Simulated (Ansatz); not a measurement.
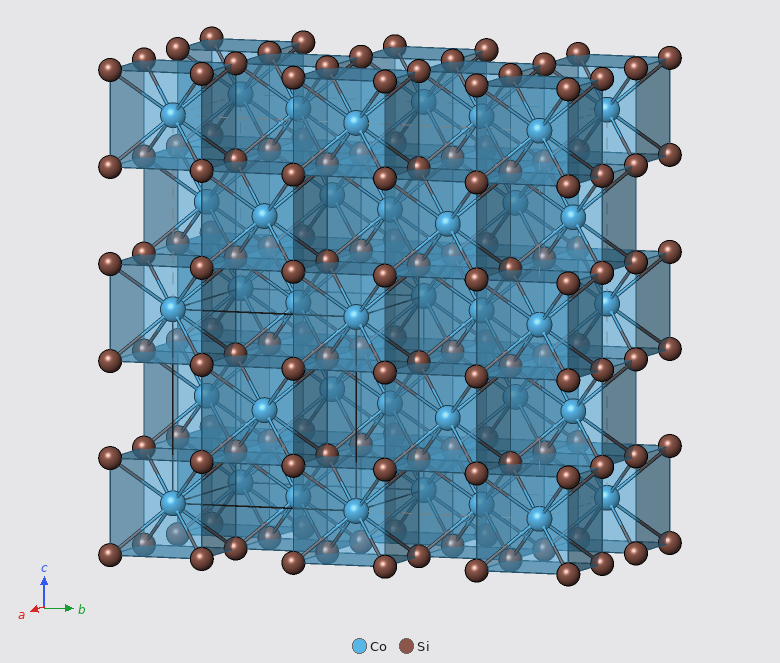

Polyhedra are drawn about Co (bonds: Co–Si below 2.6 Å); other atoms are plain spheres.

The compound is CoSi2 (space group Fm-3m, No. 225), taken as the input geometry of an electronic-structure calculation (not necessarily at equilibrium).

Sharing among the drawn polyhedra:

| site | polyhedron | corner-sharing neighbours | edge-sharing | face-sharing | bond (Å) |
| --- | --- | --- | --- | --- | --- |
| Co | CoSi8 cube | 0 | 12 | 0 | 2.32 |

They form a three-dimensional framework of edge-sharing cubes.
